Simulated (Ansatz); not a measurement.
Electronic density of states of amorphous Si24O51In2, density 2.46 g/cm³, on a 2×2×2 Γ-centred mesh with a Gaussian width of 0.1 eV; energies count from the Fermi level, whose place inside the gap is arbitrary. Cell and mesh are small, so fine structure isn't converged. Method: PBE, scalar-relativistic without spin-orbit coupling (plane waves to 420 eV, PAW; Ansatz, a program for electronic structure). Sampling: a 2×2×2 Γ-centred mesh; Fermi-Dirac width 0.02 eV; no spin polarisation. At PBE the levels at the filled edge of the gap are localised (band-tail or defect states).

The cell was made by melting and quenching with the CHGNet potential and then relaxed with DFT. O atoms were pushed apart under 1.9 Å during the dynamics, to hinder bonds among them. The hot cell started wider than the set density and was brought back towards it in steps. It is the lowest in DFT energy of 2 quenches. It is a model cell: composition and starting density were chosen by hand, and all elements were melted together. No dispersion term was used. Its density started from a set value of 2.47 and ended at 2.46 g/cm³. The quench (nominally 320 K/ps over its main leg) was far faster than any real one, so the model tends to hold more defects than a real film. Values belong to this one cell and scatter from quench to quench. Volume and shape were free in the relaxation.

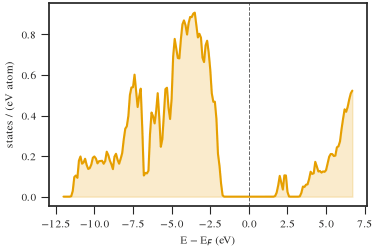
Density of states per atom

The level gap on this mesh is 3.71 eV; the broadening fills part of it in the curve.
